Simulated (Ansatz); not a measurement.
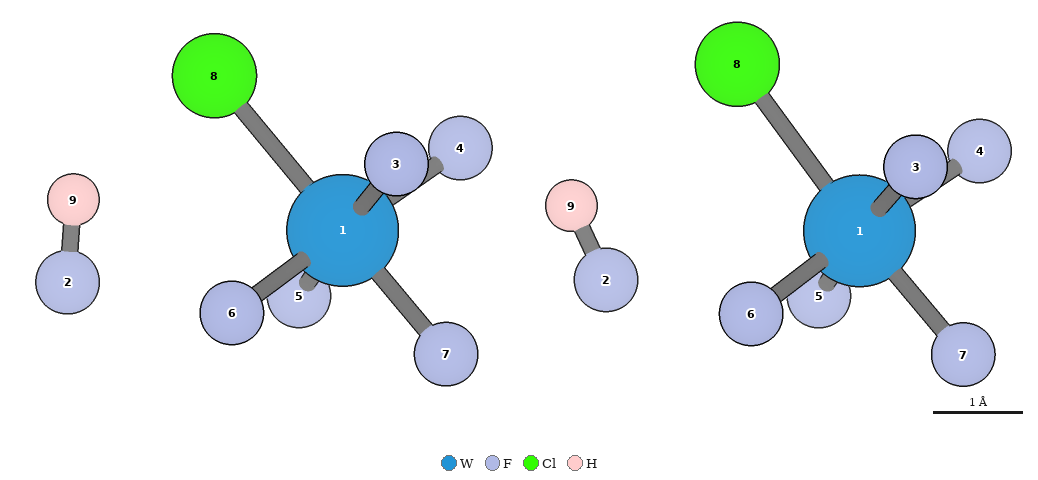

Two geometries of WHClF$_{6}$, drawn at one scale. One is the start of a relaxation, the other its converged end. A ball-and-stick model, seen from a free direction.

These are results of Ansatz, RKS LDA/def2-SVP, not measurements. Set-up: no spin polarisation; force threshold 0.03 eV/Å; at most 50 steps.

**Which of the two is the end point?**

The left one is the relaxed one. The run prepares an end point of a later path (reaction) calculation, from a guessed geometry. H9 moves most after the best rigid fit: 0.26 Å. By element the largest moves are H 0.26 Å, F 0.24 Å, Cl 0.14 Å, W 0.03 Å. Among the contacts that change: W1–F2 3.056 → 3.315 Å, W1–Cl8 2.355 → 2.295 Å, F2–H9 0.931 → 0.941 Å. Bond angles that change, for instance: F7–W1–Cl8 176.2° → 179.7°, F6–W1–Cl8 94.6° → 91.4°, F5–W1–Cl8 94.2° → 91.3°. Over 5 geometry steps the energy falls by 0.088 eV. The largest force component goes from 0.63 to 0.016 eV/Å.

Limits of the set-up: the start holds two separate molecules, 2.5 Å apart at their closest, whose relative position is a soft coordinate and is computed without a dispersion correction.
